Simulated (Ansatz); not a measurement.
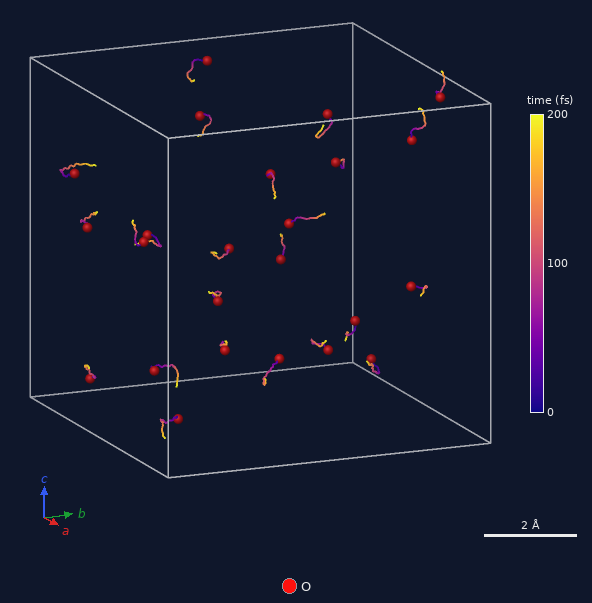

Molecular dynamics of a periodic cell with 12 O2 at 1.413 g/cm³, 200 fs long. Lines trace each atom's path, coloured by time; spheres stand at the starting positions. Seen slightly off an axis in the simulation cell.

Theory: DFT PBE-D3(BJ), scalar-relativistic, plane waves, PAW (Ansatz 0.2.0). Run with plane-wave cutoff 420 eV; k-point mesh 1 × 1 × 1; Fermi-Dirac smearing 0.02 eV; spin collinear; low-accuracy preset; Langevin thermostat (NVT); set temperature 300 K; time step 1 fs; friction 0.02 per fs.

Q: Describe the motion.

A: In the second half of the run the atoms are, in the root-mean-square, this far from where they began (common drift taken out): O 0.47 Å. The heavy atoms stay within a fraction of a molecule's size of their starting places; so short a run doesn't tell a liquid from a solid. Over the second half the temperature averages 270 K (spread ±28 K). The potential energy in the second half lies on average 20.1 meV per atom above the first frame.

Limits of the set-up: the program's low-accuracy preset was used; the periodic images lie only 7.7 Å apart, so the values are limited by the cell's size.

The run took 16 min on 1 thread of Intel(R) Xeon(R) Platinum 8488C (Sapphire Rapids), with other jobs on the host, peak memory 0.61 GiB.
